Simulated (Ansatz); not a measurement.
# CH9GePSi: the cost of one run

All numbers below are computed with Ansatz 0.2.0 (RKS PBE-D4/def2-SVP).

## 1. The structure to begin with

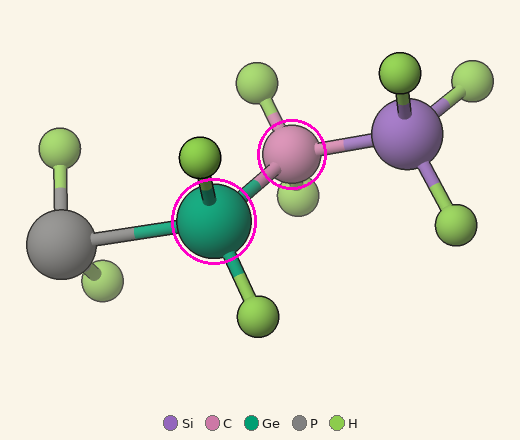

The starting structure, seen from a free direction (silicon purple, carbon pink, germanium teal, phosphorus grey, hydrogen green). Ringed: C2, Ge3.

Structure file:

```xyz
13

Si   -1.2178    1.4535   -0.8056
C    -0.5229    0.3118    0.4158
Ge    0.8703   -0.6974   -0.4509
P     1.8851   -2.1339    1.0768
H    -1.8149    0.7339   -1.9688
H    -2.3416    2.2797   -0.1711
H    -0.2018    2.4239   -1.2966
H    -0.0649    0.9023    1.2656
H    -1.2973   -0.3652    0.8236
H     1.9996    0.2756   -0.9209
H     0.3117   -1.4983   -1.6097
H     0.5375   -2.6146    1.5561
H     1.8775   -1.1060    2.1004
```

## 2. Relaxing end A

File input.yaml:

```yaml
crystal:
  periodic: [false, false, false]
  atoms:
    - { symbol: Si, position_ang: [-1.2178, 1.4535, -0.8056] }
    - { symbol: C, position_ang: [-0.5229, 0.3118, 0.4158] }
    - { symbol: Ge, position_ang: [0.8703, -0.6974, -0.4509] }
    - { symbol: P, position_ang: [1.8851, -2.1339, 1.0768] }
    - { symbol: H, position_ang: [-1.8149, 0.7339, -1.9688] }
    - { symbol: H, position_ang: [-2.3416, 2.2797, -0.1711] }
    - { symbol: H, position_ang: [-0.2018, 2.4239, -1.2966] }
    - { symbol: H, position_ang: [-0.0649, 0.9023, 1.2656] }
    - { symbol: H, position_ang: [-1.2973, -0.3652, 0.8236] }
    - { symbol: H, position_ang: [1.9996, 0.2756, -0.9209] }
    - { symbol: H, position_ang: [0.3117, -1.4983, -1.6097] }
    - { symbol: H, position_ang: [0.5375, -2.6146, 1.5561] }
    - { symbol: H, position_ang: [1.8775, -1.106, 2.1004] }
basis:
  gaussian: { orbitals: def2-SVP }
hamiltonian:
  xc: pbe
  dispersion: d4
relax:
  f_tol: 0.015
  max_steps: 40
```

On the command line:

```
> ansatz run input.yaml --threads 2 --pin off --max-ram 3072MiB --backend cpu --events-out ev --progress --plain --runs-dir out
```

Q: Estimate wall time and peak memory on 2 threads of Arm Neoverse V1, shared host.

About 20 s, with a peak of 0.18 GiB.
